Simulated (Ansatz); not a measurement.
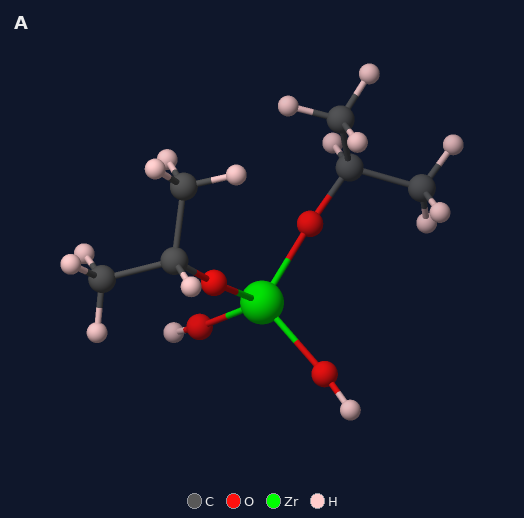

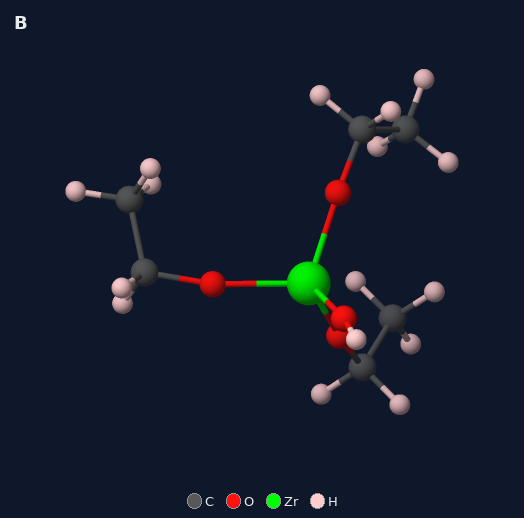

2 stationary structures of one formula. The species is neutral and a spin singlet. Geometries: PBE0-D4/def2-TZVP. Electronic energies: CCSD(T)/CBS (MP2 limit from def2-TZVPP and def2-QZVPP plus CCSD(T) − MP2) (Ansatz 0.2.0), without zero-point energy. No frequency run is at hand to confirm each as a minimum. Each is one conformer, not always the lowest.

> Are they conformers, stereoisomers or constitutional isomers?

They are constitutional isomers of C6H16O4Zr: A `CC(C)[O][Zr]([OH])([OH])[O]C(C)C`, B `CC[O][Zr]([OH])([O]CC)[O]CC`.

> Rank them by energy, lowest first.

A is lowest; B lies 0.723 eV above it.

Give E(B) − E(A) in eV at these levels too: PBE0-D4/def2-TZVP; CCSD(T)/CBS (MP2 limit from def2-TZVPP and def2-QZVPP plus CCSD(T) − MP2); PBE-D4/def2-TZVPP; ωB97X-V/def2-TZVPP; B3LYP-D4/def2-TZVPP; ωB97M-V/def2-QZVPP; ωB97M-V/def2-TZVPP; SPW92 (LDA)/def2-TZVPP.

```json
{"level": "PBE0-D4/def2-TZVP", "E(B) − E(A) (eV)": "+0.608"}
{"level": "CCSD(T)/CBS (MP2 limit from def2-TZVPP and def2-QZVPP plus CCSD(T) − MP2)", "E(B) − E(A) (eV)": "+0.723"}
{"level": "PBE-D4/def2-TZVPP", "E(B) − E(A) (eV)": "+0.598"}
{"level": "ωB97X-V/def2-TZVPP", "E(B) − E(A) (eV)": "+0.641"}
{"level": "B3LYP-D4/def2-TZVPP", "E(B) − E(A) (eV)": "+0.580"}
{"level": "ωB97M-V/def2-QZVPP", "E(B) − E(A) (eV)": "+0.687"}
{"level": "ωB97M-V/def2-TZVPP", "E(B) − E(A) (eV)": "+0.684"}
{"level": "SPW92 (LDA)/def2-TZVPP", "E(B) − E(A) (eV)": "+0.682"}
```
